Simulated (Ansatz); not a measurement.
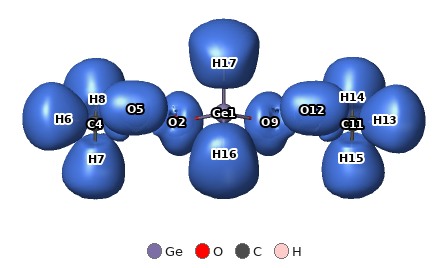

The picture shows: C$_{4}$H$_{8}$GeO$_{4}$. Isosurface of the electron localisation function at 0.75 (blue), seen from one side. Core shells and regions of very low density are left out.

Geometry: r2SCAN-D4/def2-SVP.

Computed with RKS PBE0-D4/def2-TZVP in Ansatz 0.2.0.

The calculation's input:

```
crystal:
  periodic: [false, false, false]
  atoms:
    - {symbol: Ge, position_ang: [-0.723758, -0.001152, -0.514453]}
    - {symbol: O, position_ang: [-0.446341, -0.023403, 1.318071]}
    - {symbol: C, position_ang: [-1.641178, -0.046989, 1.897528]}
    - {symbol: C, position_ang: [-1.605198, -0.063063, 3.395524]}
    - {symbol: O, position_ang: [-2.658981, -0.051197, 1.219074]}
    - {symbol: H, position_ang: [-2.623203, -0.112236, 3.797973]}
    - {symbol: H, position_ang: [-1.095952, 0.842614, 3.758466]}
    - {symbol: H, position_ang: [-1.012389, -0.922715, 3.741948]}
    - {symbol: O, position_ang: [1.097998, 0.025597, -0.854924]}
    - {symbol: C, position_ang: [1.252461, 0.045447, -2.173905]}
    - {symbol: C, position_ang: [2.679025, 0.064601, -2.632245]}
    - {symbol: O, position_ang: [0.277186, 0.045107, -2.912176]}
    - {symbol: H, position_ang: [2.724507, 0.099053, -3.726526]}
    - {symbol: H, position_ang: [3.196148, -0.831515, -2.257146]}
    - {symbol: H, position_ang: [3.194099, 0.934862, -2.198729]}
    - {symbol: H, position_ang: [-1.323949, 1.335938, -0.910093]}
    - {symbol: H, position_ang: [-1.290476, -1.340940, -0.948386]}
basis:
  gaussian: {orbitals: def2-TZVP, initial_orbitals: start.molden}
hamiltonian: {xc: pbe0, dispersion: d4}
scf: {omitted_lower_state_checks: [starts]}
output: {orbitals: {seedname: orbitals}}
```

Run with:

```sh
ansatz run in.yaml --threads 2 --pin off --events-out ev --progress --plain --max-ram 22528MiB --backend cuda --devices 0, --max-vram 18GiB
```

### Describe the localisation domains.

The ELF exceeds this value in two regions between bonded C–C atoms (shared pairs), eight regions around hydrogen nuclei and four regions on O in which the atom's valence shell and bonds are merged. Along the contacts the grid gives the following. C–O (1.22 Å): the ELF peaks at about 0.85 between the atoms (a multiple bond). C–C (1.50 Å): the ELF peaks at about 1 between the atoms, as expected for a covalent bond.
